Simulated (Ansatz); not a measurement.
# CH₃Ga (quintet): one geometry, many settings

What do other methods and options give for CH₃Ga (quintet) at this geometry, and how long do they take?

The runs use Ansatz 0.2.0, Gaussian basis; the settings change from run to run.

27 further runs of the same task are left out: 1 for a known fault of the program, 11 that didn't finish, 15 set aside as unsound or not needed.

## (1) The geometry

The geometry is a PBE0/def2-TZVP stationary point (not a proven minimum) of the parent state, kept for this charge and spin. No spin-orbit coupling is included. The filled d shell of Ga may be among the frozen orbitals whatever the setting's name suggests; the logs give the count.

5 atoms, charge 0, spin multiplicity 5.

Atoms are counted from 1 here; the program's logs count them from 0.

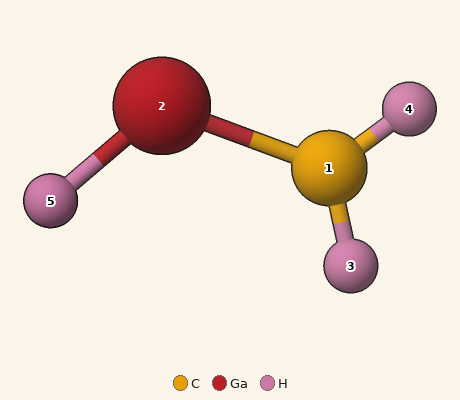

The structure; carbon amber, gallium red, hydrogen pink; atoms are numbered from 1 in the order of the file.

## (2) BCCD on UHF/cc-pVDZ

in.yaml reads:

```yaml
crystal:
  periodic: [false, false, false]
  atoms:
    - {symbol: C, position_ang: [0.000000, 0.082980, 1.625733]}
    - {symbol: Ga, position_ang: [0.000000, -0.036718, -0.326926]}
    - {symbol: H, position_ang: [0.000000, 1.033629, 2.158538]}
    - {symbol: H, position_ang: [0.000000, -0.785147, 2.279606]}
    - {symbol: H, position_ang: [0.000000, 1.302631, -1.195794]}
basis:
  gaussian: {orbitals: cc-pVDZ}
magnetization: {spin_polarized: true, initial_magnetization: 4}
correlation: {method: bccd, electrons: outside_noble_gas, diis_vectors: 4}
output: {forces: true}
```

The run is started by

```console
> ansatz run in.yaml --threads 1 --pin off --events-out ev --progress --plain --max-ram 2393MiB
```

Standard output, shortened:

```text
Functional definition: HF
  name "HF"
  cite "Fock, Z. Phys. 61, 126 (1930) doi:10.1007/BF01340294"
  parent pbe
[...]
584 factors; integrals over basis functions are off by at most 1.2e-3 eV
[...]
mean field -53404.33540987 eV, -1962.5731275542 hartree, gradient 4.7e-6 eV, S^2 6.052924; 6 other end points of the search recorded, 0 dependent functions left out
determinant -53404.33540987 eV, -1962.5731275542 hartree, with singles and doubles -53409.25957612 eV, -1962.7540873259 hartree
determinant -53401.64349245 eV, -1962.4742014137 hartree, with singles and doubles -53406.76016668 eV, -1962.6622357233 hartree
determinant -53401.03886676 eV, -1962.4519818293 hartree, with singles and doubles -53406.51885618 eV, -1962.6533677258 hartree
determinant -53400.90315286 eV, -1962.4469944354 hartree, with singles and doubles -53405.81530002 eV, -1962.6275125140 hartree
15 core orbitals not correlated: weight in the atoms' cores, before any rotation towards them, 0.989 or more for the frozen orbitals, at most 0.013 for the correlated occupied ones
reference -53404.33540987 eV, -1962.5731275542 hartree; 7, 3 occupied and 34, 38 virtual orbitals, 584 factors
second order -4.02385335 eV of doubles, -0.00000000 eV of singles
cycle   1  -4.91901427 eV  change    5.2e-3 eV  update   6.5e-3
[...]
cycle  14  -4.91846869 eV  change    1.0e-7 eV  update   3.3e-7
[...]
Total energy: -53409.25387857 eV, -1962.7538779448 hartree
Atom 0 at     0.000000     0.082980     1.625733 Å, force     0.000000     1.574234     3.653760 eV/Å
Atom 1 at     0.000000    -0.036718    -0.326926 Å, force     0.000000    -3.026515    -2.743605 eV/Å
Atom 2 at     0.000000     1.033629     2.158538 Å, force    -0.000000     0.591412    -0.233038 eV/Å
Atom 3 at     0.000000    -0.785147     2.279606 Å, force     0.000000    -0.987130    -0.519309 eV/Å
Atom 4 at     0.000000     1.302631    -1.195794 Å, force     0.000000     1.847998    -0.157807 eV/Å
Dipole moment:    -0.000000     0.266693     0.416724 e Å
```

Run time: 8 s. Hardware: 1 thread of Arm Neoverse V2, shared host.

From the report: ⟨S²⟩ of the determinant 6.053 (pure quintet: 6.00); correlation -4.9185 eV; largest double amplitude 0.08.

## (3) BCCD on ROHF/cc-pVDZ

in.yaml: that of step 2 with these lines changed.

```diff
@@ -10,4 +10,4 @@
   gaussian: {orbitals: cc-pVDZ}
-magnetization: {spin_polarized: true, initial_magnetization: 4}
-correlation: {method: bccd, electrons: outside_noble_gas, diis_vectors: 4}
-output: {forces: true}
+magnetization: {spin_polarized: false, initial_magnetization: 4}
+correlation: {method: bccd, electrons: outside_noble_gas, diis_vectors: 12}
+scf: {lower_state_search: light}
```

Same command.

Standard output, shortened:

```text
Functional definition: HF
  name "HF"
  cite "Fock, Z. Phys. 61, 126 (1930) doi:10.1007/BF01340294"
  parent pbe
[...]
584 factors; integrals over basis functions are off by at most 1.2e-3 eV
[...]
mean field -53403.97836343 eV, -1962.5600063394 hartree, gradient 1.1e-6 eV, S^2 6.000000; 5 other end points of the search recorded, 0 dependent functions left out
[...]
determinant -53403.97836343 eV, -1962.5600063394 hartree, with singles and doubles -53409.20612459 eV, -1962.7521230185 hartree
determinant -53403.92878716 eV, -1962.5581844452 hartree, with singles and doubles -53409.22350239 eV, -1962.7527616410 hartree
determinant -53403.90617700 eV, -1962.5573535372 hartree, with singles and doubles -53409.23423246 eV, -1962.7531559638 hartree
determinant -53401.37895678 eV, -1962.4644799071 hartree, with singles and doubles -53406.74316795 eV, -1962.6616110314 hartree
determinant -53400.82863584 eV, -1962.4442559854 hartree, with singles and doubles -53406.49021905 eV, -1962.6523153309 hartree
determinant -53403.97836343 eV, -1962.5600063394 hartree, with singles and doubles -53409.20765341 eV, -1962.7521792015 hartree
determinant -53403.92878716 eV, -1962.5581844452 hartree, with singles and doubles -53409.22398336 eV, -1962.7527793164 hartree
determinant -53403.90617700 eV, -1962.5573535372 hartree, with singles and doubles -53409.23374663 eV, -1962.7531381098 hartree
15 core orbitals not correlated: weight in the atoms' cores, before any rotation towards them, 0.984 or more for the frozen orbitals, at most 0.014 for the correlated occupied ones
reference -53403.90617700 eV, -1962.5573535372 hartree; 7, 3 occupied and 34, 38 virtual orbitals, 584 factors
second order -4.28353681 eV of doubles, -0.20994395 eV of singles
cycle   1  -5.33223822 eV  change   -4.7e-3 eV  update   9.4e-3
[...]
cycle  10  -5.32610055 eV  change   -1.3e-6 eV  update   6.0e-6
WARN: these amplitudes may be one of several solutions (largest doubles amplitude 0.08, level shift 0.91 eV)
Total energy: -53409.23227756 eV, -1962.7530841224 hartree
```

It took 7 s on 1 thread of Arm Neoverse V2, shared host.

From the report: correlation -5.3261 eV; largest double amplitude 0.08. The report flags that the cluster equations may have other roots.

## (4) BCCD(T) on UHF/cc-pVDZ

in.yaml: that of step 3 with these lines changed.

```diff
@@ -9,5 +9,5 @@
 basis:
-  gaussian: {orbitals: cc-pVDZ}
-magnetization: {spin_polarized: false, initial_magnetization: 4}
-correlation: {method: bccd, electrons: outside_noble_gas, diis_vectors: 12}
-scf: {lower_state_search: light}
+  gaussian: {orbitals: cc-pVDZ, point_charges: [{charge: 0.50, position_ang: [3.210, -0.849, 0.982]}]}
+magnetization: {spin_polarized: true, initial_magnetization: 4}
+correlation: {method: bccd_t, electrons: outside_noble_gas}
+output: {forces: true}
```

Same command.

Standard output, shortened:

```text
Functional definition: HF
  name "HF"
  cite "Fock, Z. Phys. 61, 126 (1930) doi:10.1007/BF01340294"
  parent pbe
[...]
584 factors; integrals over basis functions are off by at most 1.2e-3 eV
[...]
mean field -53404.58803771 eV, -1962.5824114561 hartree, gradient 2.9e-6 eV, S^2 6.050147; 5 other end points of the search recorded, 0 dependent functions left out
determinant -53404.58803771 eV, -1962.5824114561 hartree, with singles and doubles -53409.49062449 eV, -1962.7625781972 hartree
determinant -53401.66263496 eV, -1962.4749048877 hartree, with singles and doubles -53406.78110628 eV, -1962.6630052394 hartree
determinant -53401.21559951 eV, -1962.4584766381 hartree, with singles and doubles -53406.68985609 eV, -1962.6596518567 hartree
15 core orbitals not correlated: weight in the atoms' cores, before any rotation towards them, 0.990 or more for the frozen orbitals, at most 0.011 for the correlated occupied ones
reference -53404.58803771 eV, -1962.5824114561 hartree; 7, 3 occupied and 34, 38 virtual orbitals, 584 factors
second order -4.01786755 eV of doubles, -0.00000000 eV of singles
cycle   1  -4.89925412 eV  change    3.3e-3 eV  update   8.6e-3
[...]
cycle  13  -4.89875086 eV  change  -7.2e-11 eV  update   4.1e-7
perturbative correction -0.14124278 eV, -0.0051905765 hartree
[...]
Total energy: -53409.62803135 eV, -1962.7676278061 hartree
Atom 0 at     0.000000     0.082980     1.625733 Å, force    -0.035387     1.561541     3.460635 eV/Å
Atom 1 at     0.000000    -0.036718    -0.326926 Å, force     0.283033    -3.148427    -2.444846 eV/Å
Atom 2 at     0.000000     1.033629     2.158538 Å, force    -0.030320     0.635330    -0.168599 eV/Å
Atom 3 at     0.000000    -0.785147     2.279606 Å, force    -0.089600    -1.023141    -0.417724 eV/Å
Atom 4 at     0.000000     1.302631    -1.195794 Å, force     0.010648     1.925778    -0.252401 eV/Å
Dipole moment:    -0.216797     0.331125     0.338262 e Å
```

Run time: 7.5 s. Hardware: 1 thread of Arm Neoverse V2, shared host.

From the report: ⟨S²⟩ of the determinant 6.050 (pure quintet: 6.00); correlation -5.0400 eV; largest double amplitude 0.07.

## (5) CASCI(4,7)/STO-3G

in.yaml: that of step 4 with these lines changed.

```diff
@@ -9,5 +9,5 @@
 basis:
-  gaussian: {orbitals: cc-pVDZ, point_charges: [{charge: 0.50, position_ang: [3.210, -0.849, 0.982]}]}
-magnetization: {spin_polarized: true, initial_magnetization: 4}
-correlation: {method: bccd_t, electrons: outside_noble_gas}
+  gaussian: {orbitals: STO-3G}
+magnetization: {spin_polarized: false, initial_magnetization: 4}
+correlation: {active_space: {window: {electrons: 4, orbitals: 7}, fixed_orbitals: true}}
 output: {forces: true}
```

The command is unchanged.

Standard output, shortened:

```text
Functional definition: HF
  name "HF"
  cite "Fock, Z. Phys. 61, 126 (1930) doi:10.1007/BF01340294"
  parent pbe
[...]
281 factors; integrals over basis functions are off by at most 8.9e-5 eV
[...]
mean field -52790.75864862 eV, -1940.0245974755 hartree, gradient 6.4e-10 eV, S^2 6.000000; 16 other end points of the search recorded, 0 dependent functions left out
reference -52790.75864862 eV, -1940.0245974755 hartree; 22, 18 occupied and 4, 8 virtual orbitals, 281 factors
state -52790.75890316 eV, -1940.0246068297 hartree
[...]
Total energy: -52790.75890316 eV, -1940.0246068297 hartree
Atom 0 at     0.000000     0.082980     1.625733 Å, force    -0.000000     0.282754     1.712845 eV/Å
Atom 1 at     0.000000    -0.036718    -0.326926 Å, force    -0.000000     1.023613    -1.858597 eV/Å
Atom 2 at     0.000000     1.033629     2.158538 Å, force     0.000000    -0.335827    -0.370950 eV/Å
Atom 3 at     0.000000    -0.785147     2.279606 Å, force     0.000000     0.225193    -0.403931 eV/Å
Atom 4 at     0.000000     1.302631    -1.195794 Å, force     0.000000    -1.195733     0.920633 eV/Å
Dipole moment:     0.000000    -0.031562    -0.005303 e Å
```

Run time: 1.5 s. Hardware: 1 thread of Arm Neoverse V2, shared host.

From the report: 16 determinants; active occupations 1.00, 1.00, 1.00, 1.00, 0.00, 0.00, 0.00.

## (6) HF/cc-pVDZ

in.yaml: that of step 5 with these lines changed.

```diff
@@ -9,5 +9,6 @@
 basis:
-  gaussian: {orbitals: STO-3G}
+  gaussian: {orbitals: cc-pVDZ}
 magnetization: {spin_polarized: false, initial_magnetization: 4}
-correlation: {active_space: {window: {electrons: 4, orbitals: 7}, fixed_orbitals: true}}
-output: {forces: true}
+hamiltonian: {xc: hf, pseudopotentials: {relativity: scalar}}
+accuracy: high
+output: {forces: true, orbitals: {seedname: orbitals}}
```

The command is unchanged.

Standard output, shortened:

```text
Functional definition: HF
  name "HF"
  cite "Fock, Z. Phys. 61, 126 (1930) doi:10.1007/BF01340294"
  parent pbe
[...]
1224 factors; integrals over basis functions are off by at most 4.6e-9 eV
[...]
mean field -53813.53123098 eV, -1977.6107966171 hartree, gradient 1.7e-8 eV, S^2 6.000000; 2 other end points of the search recorded, 0 dependent functions left out
[...]
reference -53813.53123098 eV, -1977.6107966171 hartree; 22, 18 occupied and 34, 38 virtual orbitals, 1224 factors
Total energy: -53813.53123098 eV, -1977.6107966171 hartree
Relativity: scalar
Atom 0 at     0.000000     0.082980     1.625733 Å, force    -0.000000     1.485559     2.134833 eV/Å
Atom 1 at     0.000000    -0.036718    -0.326926 Å, force    -0.000000    -4.010975    -0.480612 eV/Å
Atom 2 at     0.000000     1.033629     2.158538 Å, force    -0.000000    -0.061487    -0.223373 eV/Å
Atom 3 at     0.000000    -0.785147     2.279606 Å, force     0.000000    -0.332382    -0.596369 eV/Å
Atom 4 at     0.000000     1.302631    -1.195794 Å, force     0.000000     2.919284    -0.834478 eV/Å
Dipole moment:     0.000000     0.370444     0.128917 e Å
```

It took 3.2 s on 1 thread of Arm Neoverse V2, shared host.

## (7) CCSD/6-31G

in.yaml: that of step 6 with these lines changed.

```diff
@@ -9,6 +9,5 @@
 basis:
-  gaussian: {orbitals: cc-pVDZ}
-magnetization: {spin_polarized: false, initial_magnetization: 4}
-hamiltonian: {xc: hf, pseudopotentials: {relativity: scalar}}
-accuracy: high
-output: {forces: true, orbitals: {seedname: orbitals}}
+  gaussian: {orbitals: 6-31G, fitting: {mean_field: def2-universal-jkfit}}
+magnetization: {spin_polarized: true, initial_magnetization: 4}
+hamiltonian: {xc: {name: B3LYP}}
+correlation: {method: ccsd, electrons: valence}
```

The command is unchanged.

Standard output, shortened:

```text
Functional definition: B3LYP
  name "B3LYP"
  cite "Stephens, Devlin, Chabalowski & Frisch, J. Phys. Chem. 98, 11623 (1994) doi:10.1021/j100096a001"
  cite "Becke, Phys. Rev. A 38, 3098 (1988) doi:10.1103/PhysRevA.38.3098"
  cite "Lee, Yang & Parr, Phys. Rev. B 37, 785 (1988) doi:10.1103/PhysRevB.37.785"
  cite "Vosko, Wilk & Nusair, Can. J. Phys. 58, 1200 (1980) doi:10.1139/p80-159"
[...]
395 factors; integrals over basis functions are off by at most 9.2e-2 eV
[...]
mean field -53447.35960479 eV, -1964.1542375545 hartree, gradient 7.8e-6 eV, S^2 6.010680; 0 other end points of the search recorded, 0 dependent functions left out
10 core orbitals not correlated: weight in the atoms' cores, before any rotation towards them, 1.000 or more for the frozen orbitals, at most 0.000 for the correlated occupied ones
reference -53395.41257045 eV, -1962.2452192534 hartree; 12, 8 occupied and 22, 26 virtual orbitals, 395 factors
second order -7.38229983 eV of doubles, -0.29270506 eV of singles
cycle   1  -7.29664950 eV  change    3.7e-1 eV  update   7.6e-2
[...]
cycle  11  -7.69944504 eV  change   -2.4e-5 eV  update   1.5e-5
Total energy: -53403.11201549 eV, -1962.5281686398 hartree
```

Run time: 1.5 s. Hardware: 1 thread of Arm Neoverse V2, shared host.

From the report: ⟨S²⟩ of the determinant 6.011 (pure quintet: 6.00); correlation -7.6994 eV; T1 0.014; largest double amplitude 0.06. The orbitals are Kohn-Sham ones, so correlation energy and T1 don't compare with those on Hartree-Fock orbitals.

## (8) MP2 on ROHF/def2-SVP

in.yaml: that of step 7 with these lines changed.

```diff
@@ -9,5 +9,4 @@
 basis:
-  gaussian: {orbitals: 6-31G, fitting: {mean_field: def2-universal-jkfit}}
-magnetization: {spin_polarized: true, initial_magnetization: 4}
-hamiltonian: {xc: {name: B3LYP}}
-correlation: {method: ccsd, electrons: valence}
+  gaussian: {orbitals: def2-SVP}
+magnetization: {spin_polarized: false, initial_magnetization: 4}
+correlation: {method: mp2, electrons: outside_noble_gas}
```

Launched as before.

Standard output, shortened:

```text
Functional definition: HF
  name "HF"
  cite "Fock, Z. Phys. 61, 126 (1930) doi:10.1007/BF01340294"
  parent pbe
[...]
625 factors; integrals over basis functions are off by at most 1.7e-3 eV
[...]
mean field -53397.24933830 eV, -1962.3127192268 hartree, gradient 3.3e-6 eV, S^2 6.000000; 0 other end points of the search recorded, 0 dependent functions left out
[...]
15 core orbitals not correlated: weight in the atoms' cores, before any rotation towards them, 0.993 or more for the frozen orbitals, at most 0.006 for the correlated occupied ones
reference -53397.24933830 eV, -1962.3127192268 hartree; 7, 3 occupied and 39, 43 virtual orbitals, 625 factors
second order -4.14723569 eV of doubles, -0.13684400 eV of singles
Total energy: -53401.53341799 eV, -1962.4701562517 hartree
```

Run time: 1.2 s. Hardware: 1 thread of Arm Neoverse V2, shared host.

## (9) MP2 on ROHF/cc-pVDZ

in.yaml: that of step 8 with these lines changed.

```diff
@@ -9,3 +9,3 @@
 basis:
-  gaussian: {orbitals: def2-SVP}
+  gaussian: {orbitals: cc-pVDZ, point_charges: [{charge: -0.50, position_ang: [4.963, 0.776, -0.037]}]}
 magnetization: {spin_polarized: false, initial_magnetization: 4}
```

The command is unchanged.

Standard output, shortened:

```text
Functional definition: HF
  name "HF"
  cite "Fock, Z. Phys. 61, 126 (1930) doi:10.1007/BF01340294"
  parent pbe
[...]
584 factors; integrals over basis functions are off by at most 1.2e-3 eV
[...]
mean field -53403.93053000 eV, -1962.5582484934 hartree, gradient 3.4e-6 eV, S^2 6.000000; 0 other end points of the search recorded, 0 dependent functions left out
[...]
15 core orbitals not correlated: weight in the atoms' cores, before any rotation towards them, 0.993 or more for the frozen orbitals, at most 0.006 for the correlated occupied ones
reference -53403.93053000 eV, -1962.5582484934 hartree; 7, 3 occupied and 34, 38 virtual orbitals, 584 factors
second order -4.16244706 eV of doubles, -0.14145862 eV of singles
Total energy: -53408.23443568 eV, -1962.7164141099 hartree
```

It took 1.2 s on 1 thread of Arm Neoverse V2, shared host.

## (10) HF/STO-3G

in.yaml: that of step 9 with these lines changed.

```diff
@@ -9,4 +9,6 @@
 basis:
-  gaussian: {orbitals: cc-pVDZ, point_charges: [{charge: -0.50, position_ang: [4.963, 0.776, -0.037]}]}
+  gaussian: {orbitals: STO-3G}
 magnetization: {spin_polarized: false, initial_magnetization: 4}
-correlation: {method: mp2, electrons: outside_noble_gas}
+hamiltonian: {xc: hf}
+accuracy: high
+output: {forces: true, orbitals: {seedname: orbitals}}
```

The command is unchanged.

Standard output, shortened:

```text
Functional definition: HF
  name "HF"
  cite "Fock, Z. Phys. 61, 126 (1930) doi:10.1007/BF01340294"
  parent pbe
[...]
371 factors; integrals over basis functions are off by at most 8.9e-9 eV
[...]
mean field -52790.75882221 eV, -1940.0246038546 hartree, gradient 1.3e-8 eV, S^2 6.000000; 4 other end points of the search recorded, 0 dependent functions left out
[...]
reference -52790.75882221 eV, -1940.0246038546 hartree; 22, 18 occupied and 4, 8 virtual orbitals, 371 factors
Total energy: -52790.75882221 eV, -1940.0246038546 hartree
Atom 0 at     0.000000     0.082980     1.625733 Å, force     0.000000     0.284315     1.712509 eV/Å
Atom 1 at     0.000000    -0.036718    -0.326926 Å, force    -0.000000     1.023629    -1.858894 eV/Å
Atom 2 at     0.000000     1.033629     2.158538 Å, force    -0.000000    -0.336549    -0.371092 eV/Å
Atom 3 at     0.000000    -0.785147     2.279606 Å, force    -0.000000     0.224421    -0.403196 eV/Å
Atom 4 at     0.000000     1.302631    -1.195794 Å, force     0.000000    -1.195815     0.920674 eV/Å
Dipole moment:     0.000000    -0.031542    -0.005294 e Å
```

It took 0.75 s on 1 thread of Arm Neoverse V2, shared host.

## (11) All runs side by side

 † marks a result that the program doubts.

| level | correlated | functions | energy (eV) | time |
| --- | --- | --- | --- | --- |
| BCCD on UHF/cc-pVDZ | outside noble gas | 56 | -53409.2539 | 8 s |
| BCCD on ROHF/cc-pVDZ † | outside noble gas | 56 | -53409.2323 | 7 s |
| BCCD(T) on UHF/cc-pVDZ (beside a point charge) | outside noble gas | 56 | -53409.6280 | 7.5 s |
| CASCI(4,7)/STO-3G |  | 26 | -52790.7589 | 1.5 s |
| HF/cc-pVDZ (relativity set) |  | 56 | -53813.5312 | 3.2 s |
| CCSD/6-31G (on B3LYP orbitals) | valence | 44 | -53403.1120 | 1.5 s |
| MP2 on ROHF/def2-SVP | outside noble gas | 61 | -53401.5334 | 1.2 s |
| MP2 on ROHF/cc-pVDZ (beside a point charge) | outside noble gas | 56 | -53408.2344 | 1.2 s |
| HF/STO-3G |  | 26 | -52790.7588 | 0.75 s |

## (12) What came out

```
quantity                     value
    runs                         9
quickest         HF/STO-3G, 0.75 s
 slowest  BCCD on UHF/cc-pVDZ, 8 s
```

What this shows: Total energies in different bases, with other cores or another treatment of relativity can't be set against each other. BCCD on UHF/cc-pVDZ took 11 times as long as HF/STO-3G; the jobs differ in more than the method.
